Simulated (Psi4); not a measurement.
# UB2PLYP/cc-pVQZ (density fitting, density fitting for correlation, sweep point 3) run of Si2H4 (SMILES [SiH][SiH3])

Aim: the vertical triplet–singlet gap of Si2H4 at UB2PLYP/cc-pVQZ (density fitting, density fitting for correlation, sweep point 3), from 2 runs. 

The results are computed with Psi4 1.11.

## Step 1: The molecule

Si2H4 has 6 atoms, charge 0, and is taken as a triplet. SMILES: `[SiH][SiH3]`. Geometry: relaxed at GFN2-xTB.

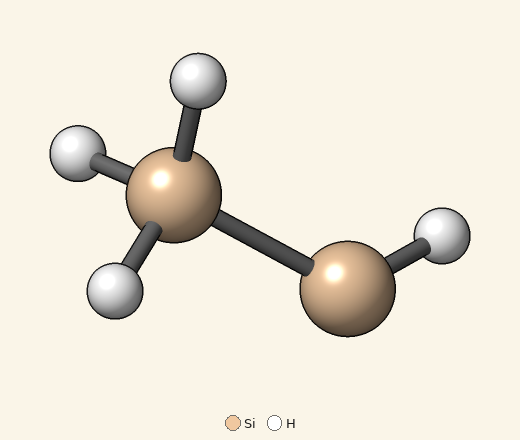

Viewed from a chosen angle; silicon light orange, hydrogen white.

## Step 2: The energy at UB2PLYP/cc-pVQZ (density fitting, density fitting for correlation, sweep point 3)

File input.inp:

```
memory 1.6 GB

molecule {
  0 3
  Si     0.60985241    -2.97798161     0.54301280
  Si    -0.56716350     0.98883699    -0.46423012
  H      2.69839663    -3.81312717     2.18406987
  H     -2.75244279     0.71066930    -2.14674777
  H      1.35100300     2.50451072    -1.79729962
  H     -1.33966464     2.58707286     1.68121374
  units bohr
  symmetry c1
}

set reference uks
set puream true
set scf_type df
set dft_radial_points 99
set dft_spherical_points 590
set num_frozen_docc 10
set maxiter 150

energy('b2plyp/cc-pVQZ')
print_variables()
```

Command:

```sh
$ psi4 -n 1 input.inp input.out
```

input.out:

```text
[...]
  Running in c1 symmetry.
[...]
  Nuclear repulsion =   76.540044277768700
[...]
  Multiplicity = 3
[...]
  Nalpha       = 17
  Nbeta        = 15
[...]
    Number of basis functions: 238
[...]
   @DF-UKS iter   1:  -580.94695075346988   -4.62580e-01   1.06944e-03 DIIS/ADIIS
[...]
   @DF-UKS iter   7:  -580.99343376815739   -4.48308e-07   7.80959e-07 DIIS
[...]
   @S^2 Observed:                2.007744378E+00
[...]
    Orbital Energies [Eh]
    ---------------------
    Alpha Occupied:
       1A    -67.262000     2A    -67.246334     3A     -5.648713
       4A     -5.636239     5A     -3.906805     6A     -3.905767
       7A     -3.898132     8A     -3.891240     9A     -3.890078
      10A     -3.889937    11A     -0.658478    12A     -0.568014
      13A     -0.424104    14A     -0.415338    15A     -0.390917
      16A     -0.288320    17A     -0.244444
    Alpha Virtual:
      18A      0.035055    19A      0.053500    20A      0.074365
      21A      0.074783    22A      0.091406    23A      0.120701
      24A      0.128275    25A      0.129396    26A      0.140094
[...]
  @DF-UKS Final Energy:  -580.99343376815739
   => Energetics <=
    Nuclear Repulsion Energy =             76.5400442777687005
    One-Electron Energy =                -956.6856339726400620
    Two-Electron Energy =                 319.7999232955275488
    DFT Exchange-Correlation Energy =     -20.6477673688136996
    Empirical Dispersion Energy =           0.0000000000000000
    VV10 Nonlocal Energy =                  0.0000000000000000
    Total Energy =                       -580.9934337681575016
[...]
 Multipole Moments:
 ------------------------------------------------------------------------------------
     Multipole            Electronic (a.u.)      Nuclear  (a.u.)        Total (a.u.)
 ------------------------------------------------------------------------------------
 L = 1.  Multiply by 2.5417464519 to convert [e a0] to [Debye]
 Dipole X            :          0.1022608           -0.0592217            0.0430391
 Dipole Y            :         -2.7932674            2.7590956           -0.0341718
 Dipole Z            :          0.1429576           -0.1092692            0.0336884
 Magnitude           :                                                    0.0644592
[...]
```

It took 73 s on 1 thread of Intel Xeon Platinum 8259CL at 2.50GHz (Skylake/Cascade Lake), shared host; peak memory 1.4 GiB.

## Step 3: The singlet, same level

input.inp, as its differences from that of step 2:

```diff
@@ -1,5 +1,4 @@
-memory 1.6 GB
+memory 1600 mb
 
-molecule {
-  0 3
+molecule system {
   Si     0.60985241    -2.97798161     0.54301280
@@ -14,3 +13,4 @@
 
-set reference uks
+set basis cc-pVQZ
+set reference rks
 set puream true
@@ -20,5 +20,4 @@
 set num_frozen_docc 10
-set maxiter 150
 
-energy('b2plyp/cc-pVQZ')
+e_tot, wfn = energy('b2plyp', return_wfn=True)
 print_variables()
```

Command:

```sh
$ psi4 input.inp input.out -n 1
```

input.out:

```text
[...]
  Running in c1 symmetry.
[...]
  Nuclear repulsion =   76.540044277768700
[...]
  Multiplicity = 1
[...]
  Nalpha       = 16
  Nbeta        = 16
[...]
    Number of basis functions: 238
[...]
   @DF-RKS iter   1:  -580.94369652346450   -4.59326e-01   1.03994e-03 DIIS/ADIIS
[...]
   @DF-RKS iter   6:  -580.98230488791739   -9.81068e-07   5.12089e-07 DIIS
[...]
    Orbital Energies [Eh]
    ---------------------
    Doubly Occupied:
       1A    -67.266427     2A    -67.238044     3A     -5.650866
       4A     -5.629971     5A     -3.907893     6A     -3.901671
       7A     -3.899967     8A     -3.884484     9A     -3.884249
      10A     -3.883268    11A     -0.647949    12A     -0.549100
      13A     -0.420646    14A     -0.411431    15A     -0.385944
      16A     -0.236840
[...]
  @DF-RKS Final Energy:  -580.98230488791739
   => Energetics <=
    Nuclear Repulsion Energy =             76.5400442777687005
    One-Electron Energy =                -956.6890907568422335
    Two-Electron Energy =                 319.8142613198069739
    DFT Exchange-Correlation Energy =     -20.6475197286508738
    Empirical Dispersion Energy =           0.0000000000000000
    VV10 Nonlocal Energy =                  0.0000000000000000
    Total Energy =                       -580.9823048879173939
[...]
 Multipole Moments:
 ------------------------------------------------------------------------------------
     Multipole            Electronic (a.u.)      Nuclear  (a.u.)        Total (a.u.)
 ------------------------------------------------------------------------------------
 L = 1.  Multiply by 2.5417464519 to convert [e a0] to [Debye]
 Dipole X            :          0.2891480           -0.0592217            0.2299263
 Dipole Y            :         -2.5080098            2.7590956            0.2510859
 Dipole Z            :          0.2808390           -0.1092692            0.1715698
 Magnitude           :                                                    0.3812432
[...]
```

Run time: 41 s. Hardware: 1 thread of Intel Xeon Platinum 8259CL at 2.50GHz (Skylake/Cascade Lake), shared host; peak memory 1.4 GiB.

## Step 4: What came out

At UB2PLYP/cc-pVQZ (density fitting, density fitting for correlation, sweep point 3), 10 core orbitals frozen:

| quantity | value |
| --- | --- |
| triplet: total energy | -581.07018 Eh |
| triplet: HOMO energy (SCF part's orbitals) (highest over α and β) | -6.65 eV |
| triplet: LUMO energy (SCF part's orbitals) (lowest over α and β) | -1.86 eV |
| triplet: ⟨S²⟩ | 2.008 |
| singlet: total energy | -581.06581 Eh |
| singlet: HOMO energy (SCF part's orbitals) | -6.44 eV |
| singlet: LUMO energy (SCF part's orbitals) | -2.23 eV |
| singlet: HOMO–LUMO gap (SCF part's orbitals) | 4.21 eV |
| vertical energy of the singlet above the triplet | 0.119 eV |

At this shape the singlet lies 0.12 eV (11.5 kJ/mol) above the triplet.
